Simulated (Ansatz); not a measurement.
Molecular dynamics of SiNH5Cl (part 4 of 4)

SiNH5Cl, multiplicity 2; UKS PBE0-D4/6-31G* (Ansatz 0.2.0). It belongs to a series of runs on one base structure; here: dynamics from the highest image of the converged band.

Geometry of the input (Å):
```
Si 0.1139  -0.1125  -0.1627
H  0.1259  -0.7355  1.1809
Cl 2.0400  0.5056  -0.6048
H  -0.7727  1.0752  -0.1929
H  -0.3013  -1.0944  -1.1961
N  -0.5422  0.1705  3.5144
H  -0.2255  -0.6654  4.0273
H  0.1951  0.8566  3.7323
```

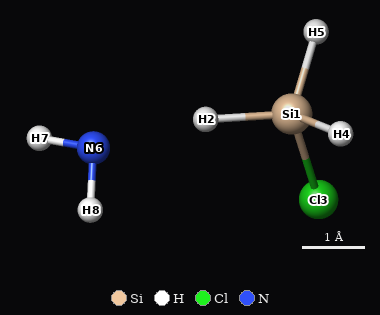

The geometry at step 79 of the log (ball-and-stick view, seen at a tilt; atoms are numbered from 1 in the order of the input).

Trajectory as extended XYZ, continued
```
8
Properties=species:S:1:pos:R:3:forces:R:3 step=64 time_fs=32.0 energy=-21960.22814 temperature=48.1
Si    0.1290   -0.0803   -0.1370    0.1727  -0.4317   0.9680
H     0.1503   -0.4598    1.3451   -0.0347   0.1702  -0.8265
Cl    2.0507    0.4932   -0.6505   -0.0003   0.0060  -0.0810
H    -0.7743    1.0622   -0.3457   -0.1385   0.1731  -0.0960
H    -0.2698   -1.2418   -0.9771    0.0281   0.0768  -0.0060
N    -0.5823    0.1145    3.5418   -0.2773   0.5361  -0.2980
H    -0.1952   -0.5857    4.1644    0.2640  -0.5482   0.4042
H    -0.1277    0.9774    3.8751   -0.0140   0.0177  -0.0648
8
Properties=species:S:1:pos:R:3:forces:R:3 step=65 time_fs=32.5 energy=-21960.22847 temperature=48.4
Si    0.1296   -0.0797   -0.1367    0.1583  -0.4412   0.9888
H     0.1537   -0.4565    1.3483   -0.0443   0.1778  -0.8593
Cl    2.0506    0.4929   -0.6511    0.0103   0.0086  -0.0872
H    -0.7747    1.0616   -0.3504   -0.1323   0.1684  -0.0869
H    -0.2712   -1.2426   -0.9750    0.0355   0.0809   0.0029
N    -0.5833    0.1140    3.5422   -0.2388   0.3424  -0.2050
H    -0.1918   -0.5857    4.1690    0.1925  -0.4403   0.2930
H    -0.1325    0.9760    3.8768    0.0189   0.1033  -0.0463
8
Properties=species:S:1:pos:R:3:forces:R:3 step=67 time_fs=33.5 energy=-21960.23318 temperature=54.4
Si    0.1309   -0.0787   -0.1358    0.1076  -0.4029   0.9347
H     0.1601   -0.4486    1.3486   -0.0605   0.1689  -0.8301
Cl    2.0504    0.4924   -0.6524    0.0319   0.0138  -0.0985
H    -0.7764    1.0616   -0.3603   -0.0992   0.1329  -0.0634
H    -0.2736   -1.2436   -0.9707    0.0477   0.0819   0.0155
N    -0.5853    0.1132    3.5430   -0.1002  -0.1173   0.0634
H    -0.1839   -0.5887    4.1800   -0.0026  -0.1215  -0.0126
H    -0.1418    0.9741    3.8799    0.0754   0.2441  -0.0090
8
Properties=species:S:1:pos:R:3:forces:R:3 step=68 time_fs=34.0 energy=-21960.23605 temperature=58.1
Si    0.1315   -0.0782   -0.1352    0.0730  -0.3573   0.8606
H     0.1631   -0.4440    1.3457   -0.0669   0.1529  -0.7682
Cl    2.0503    0.4921   -0.6530    0.0430   0.0163  -0.1037
H    -0.7777    1.0621   -0.3654   -0.0740   0.1043  -0.0493
H    -0.2746   -1.2439   -0.9686    0.0522   0.0786   0.0189
N    -0.5863    0.1127    3.5434   -0.0143  -0.3253   0.2088
H    -0.1799   -0.5908    4.1856   -0.1036   0.0473  -0.1702
H    -0.1462    0.9740    3.8814    0.0907   0.2833   0.0031
8
Properties=species:S:1:pos:R:3:forces:R:3 step=69 time_fs=34.5 energy=-21960.23879 temperature=61.6
Si    0.1321   -0.0778   -0.1346    0.0338  -0.2966   0.7559
H     0.1660   -0.4390    1.3410   -0.0719   0.1294  -0.6752
Cl    2.0502    0.4919   -0.6537    0.0541   0.0188  -0.1085
H    -0.7791    1.0629   -0.3707   -0.0447   0.0705  -0.0339
H    -0.2755   -1.2439   -0.9663    0.0556   0.0725   0.0203
N    -0.5873    0.1122    3.5439    0.0731  -0.4875   0.3440
H    -0.1761   -0.5928    4.1908   -0.1936   0.1982  -0.3097
H    -0.1504    0.9745    3.8829    0.0935   0.2947   0.0071
8
Properties=species:S:1:pos:R:3:forces:R:3 step=70 time_fs=35.0 energy=-21960.24138 temperature=65.0
Si    0.1328   -0.0774   -0.1339   -0.0084  -0.2231   0.6220
H     0.1687   -0.4338    1.3347   -0.0756   0.0991  -0.5522
Cl    2.0501    0.4916   -0.6543    0.0654   0.0211  -0.1129
H    -0.7806    1.0638   -0.3761   -0.0128   0.0334  -0.0176
H    -0.2763   -1.2438   -0.9641    0.0578   0.0639   0.0197
N    -0.5884    0.1116    3.5444    0.1557  -0.5894   0.4587
H    -0.1727   -0.5943    4.1953   -0.2651   0.3182  -0.4195
H    -0.1543    0.9758    3.8844    0.0829   0.2767   0.0018
8
Properties=species:S:1:pos:R:3:forces:R:3 step=71 time_fs=35.5 energy=-21960.24384 temperature=68.1
Si    0.1334   -0.0770   -0.1331   -0.0520  -0.1397   0.4614
H     0.1712   -0.4283    1.3270   -0.0778   0.0626  -0.4012
Cl    2.0500    0.4914   -0.6550    0.0766   0.0235  -0.1170
H    -0.7822    1.0648   -0.3815    0.0201  -0.0049  -0.0008
H    -0.2769   -1.2435   -0.9617    0.0590   0.0528   0.0173
N    -0.5894    0.1110    3.5449    0.2275  -0.6246   0.5453
H    -0.1700   -0.5950    4.1987   -0.3132   0.3988  -0.4921
H    -0.1581    0.9777    3.8859    0.0599   0.2314  -0.0129
8
Properties=species:S:1:pos:R:3:forces:R:3 step=72 time_fs=36.0 energy=-21960.24598 temperature=70.8
Si    0.1340   -0.0766   -0.1323   -0.0955  -0.0497   0.2775
H     0.1735   -0.4227    1.3184   -0.0787   0.0210  -0.2258
Cl    2.0499    0.4911   -0.6557    0.0878   0.0257  -0.1208
H    -0.7837    1.0658   -0.3869    0.0524  -0.0425   0.0162
H    -0.2774   -1.2431   -0.9594    0.0592   0.0396   0.0134
N    -0.5903    0.1102    3.5456    0.2830  -0.5934   0.5981
H    -0.1680   -0.5948    4.2010   -0.3350   0.4351  -0.5231
H    -0.1617    0.9801    3.8874    0.0268   0.1642  -0.0354
8
Properties=species:S:1:pos:R:3:forces:R:3 step=73 time_fs=36.5 energy=-21960.24742 temperature=72.6
Si    0.1347   -0.0763   -0.1315   -0.1372   0.0434   0.0760
H     0.1757   -0.4170    1.3092   -0.0783  -0.0243  -0.0313
Cl    2.0498    0.4909   -0.6563    0.0989   0.0279  -0.1243
H    -0.7851    1.0667   -0.3923    0.0826  -0.0776   0.0327
H    -0.2777   -1.2426   -0.9570    0.0585   0.0246   0.0081
N    -0.5912    0.1093    3.5464    0.3172  -0.5019   0.6130
H    -0.1669   -0.5936    4.2021   -0.3293   0.4254  -0.5112
H    -0.1653    0.9830    3.8888   -0.0124   0.0825  -0.0632
8
Properties=species:S:1:pos:R:3:forces:R:3 step=74 time_fs=37.0 energy=-21960.24762 temperature=72.9
Si    0.1353   -0.0759   -0.1307   -0.1756   0.1354  -0.1353
H     0.1776   -0.4113    1.3000   -0.0769  -0.0713   0.1745
Cl    2.0498    0.4906   -0.6570    0.1098   0.0301  -0.1274
H    -0.7863    1.0675   -0.3976    0.1094  -0.1085   0.0486
H    -0.2779   -1.2420   -0.9546    0.0570   0.0082   0.0019
N    -0.5921    0.1083    3.5473    0.3257  -0.3598   0.5876
H    -0.1665   -0.5913    4.2019   -0.2959   0.3704  -0.4569
H    -0.1688    0.9860    3.8901   -0.0534  -0.0045  -0.0931
8
Properties=species:S:1:pos:R:3:forces:R:3 step=75 time_fs=37.5 energy=-21960.24611 temperature=70.9
Si    0.1359   -0.0755   -0.1299   -0.2094   0.2221  -0.3466
H     0.1794   -0.4059    1.2912   -0.0748  -0.1178   0.3818
Cl    2.0497    0.4903   -0.6577    0.1204   0.0322  -0.1302
H    -0.7872    1.0679   -0.4028    0.1317  -0.1338   0.0632
H    -0.2780   -1.2415   -0.9521    0.0550  -0.0089  -0.0048
N    -0.5929    0.1073    3.5482    0.3058  -0.1796   0.5216
H    -0.1668   -0.5882    4.2006   -0.2368   0.2737  -0.3635
H    -0.1726    0.9890    3.8912   -0.0920  -0.0880  -0.1215
8
Properties=species:S:1:pos:R:3:forces:R:3 step=76 time_fs=38.0 energy=-21960.24267 temperature=66.5
Si    0.1365   -0.0751   -0.1291   -0.2373   0.2991  -0.5458
H     0.1809   -0.4007    1.2833   -0.0724  -0.1608   0.5783
Cl    2.0496    0.4901   -0.6584    0.1308   0.0342  -0.1327
H    -0.7878    1.0680   -0.4079    0.1486  -0.1524   0.0764
H    -0.2780   -1.2409   -0.9497    0.0527  -0.0263  -0.0117
N    -0.5937    0.1062    3.5493    0.2570   0.0237   0.4179
H    -0.1677   -0.5844    4.1984   -0.1553   0.1422  -0.2370
H    -0.1765    0.9919    3.8919   -0.1240  -0.1597  -0.1453
8
Properties=species:S:1:pos:R:3:forces:R:3 step=77 time_fs=38.5 energy=-21960.23757 temperature=60.0
Si    0.1370   -0.0747   -0.1284   -0.2582   0.3619  -0.7200
H     0.1824   -0.3959    1.2768   -0.0703  -0.1975   0.7509
Cl    2.0496    0.4899   -0.6591    0.1407   0.0361  -0.1349
H    -0.7881    1.0678   -0.4127    0.1594  -0.1635   0.0877
H    -0.2778   -1.2404   -0.9474    0.0502  -0.0433  -0.0183
N    -0.5944    0.1051    3.5504    0.1819   0.2326   0.2833
H    -0.1690   -0.5802    4.1957   -0.0574  -0.0137  -0.0870
H    -0.1807    0.9943    3.8923   -0.1462  -0.2128  -0.1616
8
Properties=species:S:1:pos:R:3:forces:R:3 step=78 time_fs=39.0 energy=-21960.23163 temperature=52.4
Si    0.1376   -0.0743   -0.1277   -0.2713   0.4067  -0.8562
H     0.1836   -0.3916    1.2721   -0.0690  -0.2250   0.8864
Cl    2.0496    0.4896   -0.6599    0.1501   0.0380  -0.1368
H    -0.7880    1.0672   -0.4174    0.1636  -0.1666   0.0969
H    -0.2775   -1.2400   -0.9450    0.0478  -0.0593  -0.0242
N    -0.5950    0.1041    3.5516    0.0866   0.4276   0.1289
H    -0.1704   -0.5761    4.1928    0.0485  -0.1792   0.0732
H    -0.1853    0.9962    3.8923   -0.1563  -0.2423  -0.1682
8
Properties=species:S:1:pos:R:3:forces:R:3 step=79 time_fs=39.5 energy=-21960.22619 temperature=45.5
Si    0.1381   -0.0738   -0.1271   -0.2759   0.4303  -0.9435
H     0.1847   -0.3878    1.2695   -0.0689  -0.2411   0.9736
Cl    2.0495    0.4894   -0.6606    0.1590   0.0399  -0.1384
H    -0.7875    1.0662   -0.4218    0.1610  -0.1614   0.1039
H    -0.2771   -1.2397   -0.9427    0.0457  -0.0737  -0.0289
N    -0.5957    0.1031    3.5528   -0.0194   0.5875  -0.0298
H    -0.1717   -0.5725    4.1900    0.1516  -0.3360   0.2268
H    -0.1903    0.9976    3.8919   -0.1530  -0.2454  -0.1637
8
Properties=species:S:1:pos:R:3:forces:R:3 step=80 time_fs=40.0 energy=-21960.22275 temperature=41.2
Si    0.1386   -0.0732   -0.1265   -0.2719   0.4309  -0.9745
H     0.1856   -0.3846    1.2692   -0.0704  -0.2444   1.0049
Cl    2.0495    0.4891   -0.6613    0.1673   0.0416  -0.1396
H    -0.7866    1.0648   -0.4259    0.1518  -0.1481   0.1084
H    -0.2765   -1.2397   -0.9405    0.0440  -0.0860  -0.0322
N    -0.5964    0.1023    3.5540   -0.1244   0.6915  -0.1751
H    -0.1726   -0.5696    4.1878    0.2396  -0.4641   0.3556
H    -0.1956    0.9984    3.8912   -0.1359  -0.2214  -0.1474
8
Properties=species:S:1:pos:R:3:forces:R:3 step=81 time_fs=40.5 energy=-21960.22253 temperature=40.9
Si    0.1391   -0.0727   -0.1261   -0.2596   0.4082  -0.9466
H     0.1863   -0.3820    1.2714   -0.0737  -0.2345   0.9773
Cl    2.0495    0.4889   -0.6621    0.1749   0.0433  -0.1406
H    -0.7853    1.0630   -0.4298    0.1362  -0.1272   0.1105
H    -0.2759   -1.2398   -0.9384    0.0429  -0.0958  -0.0338
N    -0.5970    0.1016    3.5552   -0.2158   0.7228  -0.2895
H    -0.1730   -0.5678    4.1865    0.3010  -0.5447   0.4425
H    -0.2012    0.9986    3.8900   -0.1059  -0.1721  -0.1198
8
Properties=species:S:1:pos:R:3:forces:R:3 step=82 time_fs=41.0 energy=-21960.22592 temperature=45.2
Si    0.1395   -0.0721   -0.1257   -0.2396   0.3633  -0.8626
H     0.1869   -0.3799    1.2758   -0.0786  -0.2123   0.8936
Cl    2.0495    0.4887   -0.6629    0.1819   0.0450  -0.1412
H    -0.7837    1.0609   -0.4335    0.1147  -0.0992   0.1102
H    -0.2752   -1.2402   -0.9363    0.0425  -0.1025  -0.0334
N    -0.5978    0.1010    3.5564   -0.2832   0.6721  -0.3596
H    -0.1726   -0.5674    4.1862    0.3273  -0.5646   0.4754
H    -0.2071    0.9984    3.8886   -0.0649  -0.1017  -0.0823
8
Properties=species:S:1:pos:R:3:forces:R:3 step=83 time_fs=41.5 energy=-21960.23223 temperature=53.3
Si    0.1399   -0.0714   -0.1255   -0.2131   0.2989  -0.7301
H     0.1873   -0.3784    1.2825   -0.0849  -0.1796   0.7610
Cl    2.0495    0.4884   -0.6636    0.1882   0.0465  -0.1415
H    -0.7819    1.0586   -0.4368    0.0881  -0.0653   0.1076
H    -0.2743   -1.2408   -0.9344    0.0429  -0.1060  -0.0310
N    -0.5985    0.1005    3.5574   -0.3202   0.5418  -0.3789
H    -0.1715   -0.5683    4.1870    0.3152  -0.5193   0.4503
H    -0.2132    0.9980    3.8870   -0.0161  -0.0170  -0.0374
8
Properties=species:S:1:pos:R:3:forces:R:3 step=84 time_fs=42.0 energy=-21960.23981 temperature=62.9
Si    0.1403   -0.0708   -0.1252   -0.1816   0.2189  -0.5605
H     0.1875   -0.3772    1.2909   -0.0920  -0.1392   0.5906
Cl    2.0496    0.4882   -0.6644    0.1937   0.0479  -0.1413
H    -0.7798    1.0562   -0.4400    0.0575  -0.0269   0.1031
H    -0.2734   -1.2416   -0.9325    0.0439  -0.1061  -0.0266
N    -0.5994    0.1001    3.5584   -0.3254   0.3463  -0.3491
H    -0.1696   -0.5704    4.1889    0.2676  -0.4141   0.3724
H    -0.2193    0.9975    3.8853    0.0363   0.0732   0.0114
8
Properties=species:S:1:pos:R:3:forces:R:3 step=86 time_fs=43.0 energy=-21960.25065 temperature=76.6
Si    0.1411   -0.0694   -0.1249   -0.1112   0.0306  -0.1629
H     0.1871   -0.3759    1.3115   -0.1064  -0.0466   0.1891
Cl    2.0497    0.4878   -0.6660    0.2026   0.0504  -0.1397
H    -0.7753    1.0512   -0.4455   -0.0105   0.0572   0.0895
H    -0.2712   -1.2441   -0.9289    0.0480  -0.0963  -0.0122
N    -0.6012    0.0994    3.5602   -0.2558  -0.1366  -0.1806
H    -0.1640   -0.5773    4.1952    0.1009  -0.0856   0.1135
H    -0.2311    0.9973    3.8821    0.1325   0.2269   0.1034
8
Properties=species:S:1:pos:R:3:forces:R:3 step=87 time_fs=43.5 energy=-21960.25114 temperature=77.3
Si    0.1415   -0.0687   -0.1248   -0.0763  -0.0678   0.0395
H     0.1866   -0.3754    1.3228   -0.1126   0.0000  -0.0168
Cl    2.0497    0.4875   -0.6668    0.2061   0.0514  -0.1383
H    -0.7731    1.0488   -0.4479   -0.0448   0.0989   0.0813
H    -0.2699   -1.2457   -0.9271    0.0507  -0.0869  -0.0028
N    -0.6022    0.0991    3.5611   -0.1948  -0.3628  -0.0688
H    -0.1608   -0.5812    4.1988    0.0052   0.0977  -0.0319
H    -0.2366    0.9980    3.8808    0.1666   0.2695   0.1378
8
Properties=species:S:1:pos:R:3:forces:R:3 step=88 time_fs=44.0 energy=-21960.24813 temperature=73.5
Si    0.1418   -0.0680   -0.1247   -0.0443  -0.1627   0.2299
H     0.1858   -0.3750    1.3340   -0.1176   0.0438  -0.2118
Cl    2.0498    0.4873   -0.6676    0.2089   0.0523  -0.1364
H    -0.7709    1.0467   -0.4501   -0.0772   0.1377   0.0729
H    -0.2685   -1.2475   -0.9254    0.0536  -0.0749   0.0076
N    -0.6032    0.0987    3.5620   -0.1262  -0.5429   0.0438
H    -0.1575   -0.5849    4.2025   -0.0837   0.2679  -0.1658
H    -0.2417    0.9993    3.8798    0.1865   0.2789   0.1596
8
Properties=species:S:1:pos:R:3:forces:R:3 step=89 time_fs=44.5 energy=-21960.24264 temperature=66.5
Si    0.1422   -0.0674   -0.1245   -0.0170  -0.2500   0.4005
H     0.1847   -0.3744    1.3447   -0.1209   0.0831  -0.3882
Cl    2.0499    0.4871   -0.6685    0.2111   0.0530  -0.1340
H    -0.7690    1.0449   -0.4522   -0.1060   0.1714   0.0649
H    -0.2670   -1.2495   -0.9236    0.0566  -0.0609   0.0186
N    -0.6042    0.0982    3.5628   -0.0573  -0.6590   0.1465
H    -0.1545   -0.5880    4.2057   -0.1572   0.4101  -0.2755
H    -0.2463    1.0012    3.8792    0.1907   0.2521   0.1671
8
Properties=species:S:1:pos:R:3:forces:R:3 step=90 time_fs=45.0 energy=-21960.23616 temperature=58.3
Si    0.1426   -0.0667   -0.1243    0.0039  -0.3262   0.5456
H     0.1833   -0.3736    1.3545   -0.1224   0.1169  -0.5404
Cl    2.0500    0.4869   -0.6693    0.2128   0.0536  -0.1311
H    -0.7673    1.0436   -0.4541   -0.1295   0.1983   0.0577
H    -0.2654   -1.2516   -0.9218    0.0593  -0.0454   0.0297
N    -0.6052    0.0975    3.5637    0.0056  -0.7022   0.2306
H    -0.1518   -0.5901    4.2082   -0.2092   0.5137  -0.3524
H    -0.2505    1.0038    3.8791    0.1796   0.1912   0.1603
8
Properties=species:S:1:pos:R:3:forces:R:3 step=91 time_fs=45.5 energy=-21960.23018 temperature=50.7
Si    0.1429   -0.0661   -0.1241    0.0174  -0.3882   0.6617
H     0.1817   -0.3726    1.3630   -0.1220   0.1443  -0.6648
Cl    2.0502    0.4867   -0.6701    0.2140   0.0541  -0.1279
H    -0.7659    1.0427   -0.4558   -0.1467   0.2166   0.0519
H    -0.2636   -1.2538   -0.9199    0.0616  -0.0291   0.0404
N    -0.6063    0.0968    3.5646    0.0564  -0.6725   0.2895
H    -0.1496   -0.5910    4.2099   -0.2359   0.5721  -0.3915
H    -0.2542    1.0068    3.8793    0.1553   0.1027   0.1407
8
Properties=species:S:1:pos:R:3:forces:R:3 step=92 time_fs=46.0 energy=-21960.22587 temperature=45.2
Si    0.1433   -0.0655   -0.1238    0.0225  -0.4341   0.7468
H     0.1797   -0.3712    1.3699   -0.1197   0.1652  -0.7593
Cl    2.0503    0.4865   -0.6710    0.2147   0.0544  -0.1242
H    -0.7649    1.0423   -0.4575   -0.1564   0.2254   0.0477
H    -0.2616   -1.2561   -0.9179    0.0633  -0.0127   0.0502
N    -0.6073    0.0960    3.5656    0.0897  -0.5769   0.3181
H    -0.1480   -0.5905    4.2107   -0.2354   0.5822  -0.3907
H    -0.2576    1.0100    3.8798    0.1214  -0.0035   0.1114
8
Properties=species:S:1:pos:R:3:forces:R:3 step=93 time_fs=46.5 energy=-21960.22387 temperature=42.6
Si    0.1436   -0.0650   -0.1235    0.0190  -0.4624   0.7998
H     0.1774   -0.3694    1.3749   -0.1154   0.1792  -0.8227
Cl    2.0505    0.4863   -0.6719    0.2149   0.0546  -0.1200
H    -0.7642    1.0424   -0.4590   -0.1583   0.2240   0.0454
H    -0.2595   -1.2584   -0.9158    0.0641   0.0032   0.0588
N    -0.6083    0.0950    3.5666    0.1009  -0.4273   0.3129
H    -0.1470   -0.5886    4.2106   -0.2074   0.5440  -0.3503
H    -0.2607    1.0133    3.8806    0.0823  -0.1153   0.0762
8
Properties=species:S:1:pos:R:3:forces:R:3 step=94 time_fs=47.0 energy=-21960.22425 temperature=43.0
Si    0.1440   -0.0645   -0.1230    0.0070  -0.4725   0.8207
H     0.1749   -0.3672    1.3780   -0.1093   0.1864  -0.8546
Cl    2.0506    0.4861   -0.6727    0.2147   0.0546  -0.1154
H    -0.7639    1.0431   -0.4604   -0.1521   0.2124   0.0450
H    -0.2573   -1.2608   -0.9136    0.0639   0.0180   0.0656
N    -0.6093    0.0940    3.5677    0.0871  -0.2386   0.2728
H    -0.1464   -0.5854    4.2096   -0.1535   0.4605  -0.2731
H    -0.2636    1.0162    3.8816    0.0423  -0.2208   0.0389
```
